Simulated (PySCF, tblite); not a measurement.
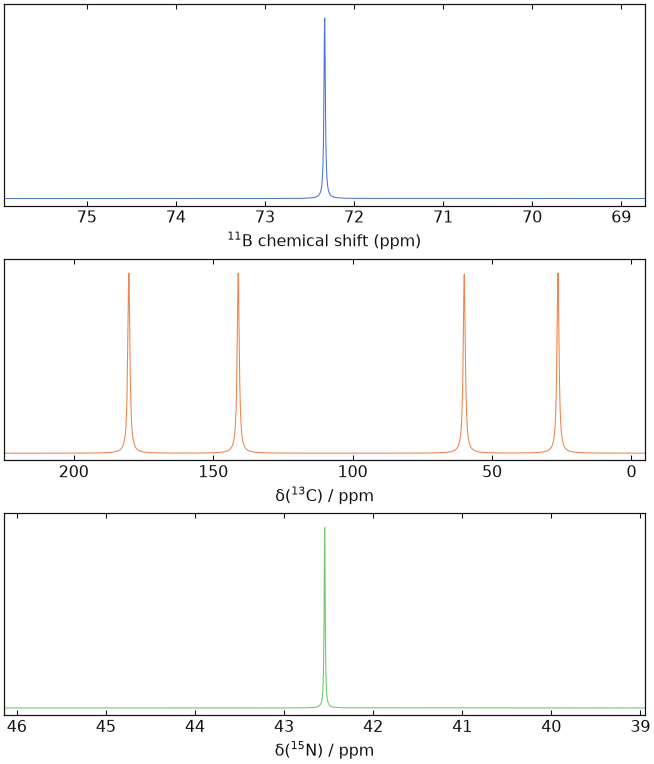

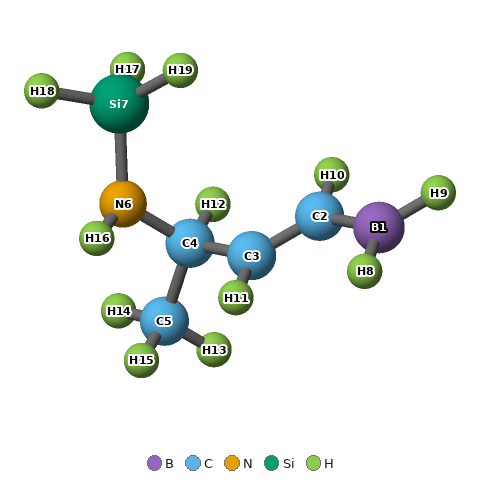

Spectrum and numbered structure of C₄H₁₂BNSi, SMILES B/C=C/[C@@H](C)N[SiH3]. GIAO shifts, PBE0/pcSseg-1, PySCF 2.14.0, at a GFN2-xTB geometry (a minimum by its frequencies), against BF₃.OEt₂ for ¹¹B, TMS for ¹³C and NH₃ for ¹⁵N computed at the same level (¹⁵N: a single molecule, while the usual scales start at liquid NH₃ or nitromethane; multiply bonded nitrogen can come out tens of ppm too deshielded). Gas phase, fully decoupled, line heights follow the number of nuclei, widths are arbitrary (no quadrupolar broadening); values of one conformer, averaged over nuclei that symmetry, rotation about single bonds or inversion at nitrogen exchange, these motions taken as fast; other conformers aren't averaged in.

> Where does the ¹¹B line lie?

At 72.3 ppm (B1).

> Which atoms give which ¹³C line?

| δ (ppm) | nuclei | atoms |
| --- | --- | --- |
| 180.2 | 1 | C3 |
| 141.0 | 1 | C2 |
| 59.9 | 1 | C4 |
| 26.3 | 1 | C5 |

> Where does the ¹⁵N line lie?

At 42.5 ppm (N6).

Caveats: the tight-binding geometry is rougher than a DFT one and adds to the error.
